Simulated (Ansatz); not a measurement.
## SiH2F2 (SMILES F[SiH2]F): where methods fail along a bond

SiH2F2: 5 atoms, total charge 0, spin state singlet. As SMILES, `F[SiH2]F`. The coordinates come from a PBE0-D4/def2-TZVP relaxation.

```xyz
5

F    -1.0790    0.5382    0.9807
Si   -0.0052   -0.0005   -0.0541
F     1.2476   -0.5206    0.7669
H    -0.5905   -1.1387   -0.7863
H     0.4271    1.1217   -0.9073
```

The F1–Si2 distance is scanned; the parts on either side stay rigid. Basis STO-3G, 7 core orbitals frozen in the correlated methods; program Ansatz 0.2.0. FCI is exact within this basis and core. Energies in eV from each method's value at 1.586 Å; methods without a U are spin-restricted. The shape above is that at 1.586 Å.

```
distance (Å)  BLYP  BHLYP  CAM-B3LYP  CCSD(T)   FCI
       1.586  0.00   0.00       0.00     0.00  0.00
       1.982  0.95   1.45       1.30     1.11  1.09
       2.378  3.01   4.12       3.80     2.94  2.93
       3.171  5.75   7.77       7.29     4.06  4.15
       3.964  6.57   8.99       8.51     4.02  4.21
```

Departure from the FCI curve at its largest: BLYP +2.36 eV at 3.96 Å; BHLYP +4.78 eV at 3.96 Å; CAM-B3LYP +4.30 eV at 3.96 Å; CCSD(T) -0.19 eV at 3.96 Å. Restricted functionals keep the electrons paired too, and rise too high.

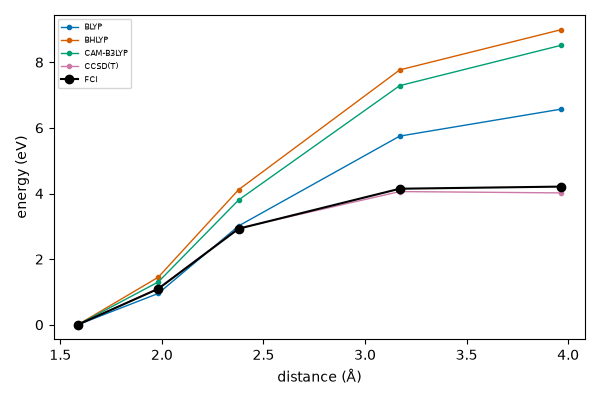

The curves of the table.
